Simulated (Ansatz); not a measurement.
# linear Ti chain under tension and compression, part 3 of 3

Aim: how do moment and conductance of the linear Ti chain follow its length?

Ansatz 0.2.0; DFT LDA, plane waves, PAW; relaxation of a chain's period (the session's first sound run).

So far, conductance of the lead as this run defines it (G₀): step 3 (At a set period, period over the relaxed period 0.88 …) 6.00; step 7 (period over the relaxed period 1.04, k-mesh 1×1×37) 5.00; step 8 (period over the relaxed period 1.08, k-mesh 1×1×35) 5.00; step 9 (period over the relaxed period 1.13, k-mesh 1×1×34) 5.00; step 10 (period over the relaxed period 1.2, k-mesh 1×1×32) 5.00. Also absolute moment (μB): step 2 (the relaxed wire) 0.671; step 7 0.724; step 8 0.788; step 9 0.894; step 10 1.50.

## (11) At a set period, period over the relaxed period 1.3, k-mesh 1×1×29

Level of this step: DFT LDA, plane waves, PAW; channels and complex bands of a perfect chain (Ansatz).

The period is set to 1.3 times the relaxed one: longer bonds narrow the bands.

The cell differs from the one that the last finished run ended in (c 2.552 → 2.764 Å).

The input, input.yaml:

```yaml
crystal:
  lattice:
    - [7.5, 0.0, 0.0]
    - [0.0, 7.5, 0.0]
    - [0.0, 0.0, 2.7641683755]
  atoms:
    - { symbol: Ti, position: [0.5, 0.5, 0.0], spin: 0.36 }
magnetization:
  spin_polarized: true
kpoints:
  mp_grid: { grid: [1, 1, 29] }
scf:
  occupations: { method: fermi_dirac, width: 0.05 }
hamiltonian:
  xc: lda
output:
  transmission:
    e_range: [-2, 2]
    de: 0.035
    kmesh: [1, 1]
    reduced_basis: true
    leads: [[0, 0]]
  stress: true
```

The run is started by

```
$ ansatz run input.yaml --threads 4 --pin off --max-ram 8192MiB --backend cpu --events-out ev --progress --plain --runs-dir out
```

Numbers of over 12 decimals in the logs are rounded to 6 here.

What it wrote:

```text
[...]
Crystal: 1 atoms, lattice volume = 155.484 Å³
Basis set: ecut = 420 eV, 3089 PW (Γ)
Bands: 11, of which v1, the nominal top of the filled ones, is band 6 counted from 1 (5 counted from 0)
Symmetry: 16 space group operations
[...]
k-points: 15 of 29
[...]
Starting moments: Σ|m| = 0.36 μB on 1 of 1 site
[...]
--- Transmission ---
  basis      : 497 plane waves across, 4 finite elements along
  points     : 1, standing for a mesh of 1 x 1
[...]
crystal 0  : Ti1, at the sites [0, 0], period 2.7642 Å: whole cells are its period
[...]
filled         : 8.6 meV over the level at which it is neutral
    channels       : 6.000000e0 up, 1.000000e0 down
[...]
[key lines of the parts left out:]
SCF converged after 11 iterations
Magnetization: 2.9484 μB (7.4742 up, 4.5258 down)
Free energy (F): -2446.011983 eV
Fermi energy:    -1.599482 eV
P = ⅓ Tr σ = -0.8739 GPa (-8.739 kbar)
```

Wall time 50 s (4 threads of AMD EPYC 7R43, shared host); peak memory 0.54 GiB; 1.8 min of CPU time.

At the computed energy nearest the Fermi level there are 6 spin-up and 1 spin-down channels, and the thermal average gives 3.50 G₀. The change of length costs 0.500 eV a cell and leaves an absolute moment of 2.95 μB a cell.

For the conductance of the lead as this run defines it, step 3 gave 6.00 G₀; this run, with period over the relaxed period 1.3 and k-mesh 1×1×29, gives 3.50 G₀ (-42 %).

## (12) Side by side

Times are for 4 threads of AMD EPYC 7R43, shared host. The series side by side:

| no. | period over the relaxed period | conductance of the lead as this run defines it (G₀) | absolute moment (μB) | energy at zero smearing less the lowest (eV) | time | memory (GiB) |
| --- | --- | --- | --- | --- | --- | --- |
| 1 | 0.88 | 6.000 | 0 | 0.3281 | 60 s | 0.49 |
| 2 | 0.92 | 5.999 | 0 | 0.1317 | 58 s | 0.5 |
| 3 | 0.96 | 5.084 | 0.7109 | 0.03149 | 56 s | 0.51 |
| 4 | 1 | 5.002 | 0.7387 | 0 | 50 s | 0.51 |
| 5 | 1.04 | 5.000 | 0.7239 | 0.02549 | 46 s | 0.5 |
| 6 | 1.08 | 5.000 | 0.7883 | 0.09265 | 51 s | 0.64 |
| 7 | 1.13 | 4.999 | 0.8936 | 0.2131 | 46 s | 0.61 |
| 8 | 1.2 | 5.000 | 1.501 | 0.4129 | 70 s | 0.59 |
| 9 | 1.3 | 3.500 | 2.948 | 0.4997 | 50 s | 0.54 |

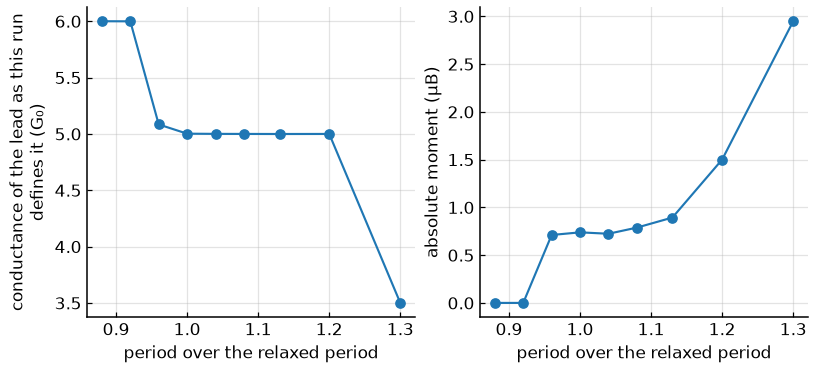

The series as plots.

## (13) A varied input

This step: DFT LDA, plane waves, PAW; channels and complex bands of a perfect chain; changed: scf.occupations = {"method": "fixed"}, scf.max_iter = 50 (Ansatz 0.2.0).

The input of the run at the relaxed period is made doubtful on purpose.

input.yaml, the sections that differ from step 11:

```yaml
crystal:
  lattice:
    - [7.5, 0.0, 0.0]
    - [0.0, 7.5, 0.0]
    - [0.0, 0.0, 2.1262833658]
  atoms:
    - { symbol: Ti, position: [0.5, 0.5, 0.0], spin: 0.36 }
kpoints:
  mp_grid: { grid: [1, 1, 38] }
scf:
  occupations: { method: fixed }
  max_iter: 50
# magnetization, hamiltonian, output: as in step 11
```

What it wrote:

```text
Error: inconsistent input (scf.occupations.method, magnetization): a σ = 0 step fill (method: fixed, or a smearing width below the step floor) with no hard lock on the total moment puts the same N_el/2 bands in each spin channel, which gives a total moment of zero, but the starting moments sum to +0.3600 μB; make the starting moments (crystal.atoms[].spin / magnetization.per_species / magnetization.initial_magnetization) sum to zero, or set magnetization.spin_locking.lock_magnetization: hard with an even integer magnetization.initial_magnetization, or use a smearing method with a finite width, such as fermi_dirac
```

It took 0.25 s on 4 threads; peak memory 0.1 GiB.

The program refused the input before any cycle.

The program's message: “Error: inconsistent input (scf.occupations.method, magnetization): a σ = 0 step fill (method: fixed, or a smearing width below the step floor) with no hard lock on the total moment puts the same N_el/ …”

The change that led to it: scf.occupations = {"method": "fixed"}.

## (14) What came out

- relaxed cell length: 2.126 Å
- conductance at period × 0.88: 6.00 G₀
- conductance at period × 1.0: 5.00 G₀
- conductance at period × 1.13: 5.00 G₀
- conductance at period × 1.3: 3.50 G₀
- absolute moment at period × 0.88: 0 μB
- absolute moment at period × 1.0: 0.739 μB
- absolute moment at period × 1.3: 2.95 μB

**Reading.** In these runs no moment survives at the shortest period, and one is present from a factor of 0.96 on: longer bonds narrow the bands, which favours exchange splitting. The conductance goes from 6.00 G₀ at the shortest period to 3.50 G₀ at the longest, while the magnetic state changes too. Transport is coherent and elastic here: the atoms are frozen, so scattering by vibrations plays no part. No search over magnetic orders was made; another may lie lower. For the perfect chain only parallel moments were started; its antiparallel and spiral orders were not tested. Conductances of a perfect chain off the multiples of half a G0 come from band edges within the thermal window; the square box also splits pairs of bands that an isolated chain keeps degenerate, which moves such edges. The lead's cell of one atom keeps the chain straight and evenly spaced; a zigzag or dimerised form may lie lower.

[Logs are printed without paths, hosts, clocks, repeated set-up lines and the standing remarks that a program may print on its own settings, such as how far it seeks lower states.]

[Hosts, paths, dates, database ids (printed as entryN), source tags and the programs' standing remarks are cut or masked in the printed files.]
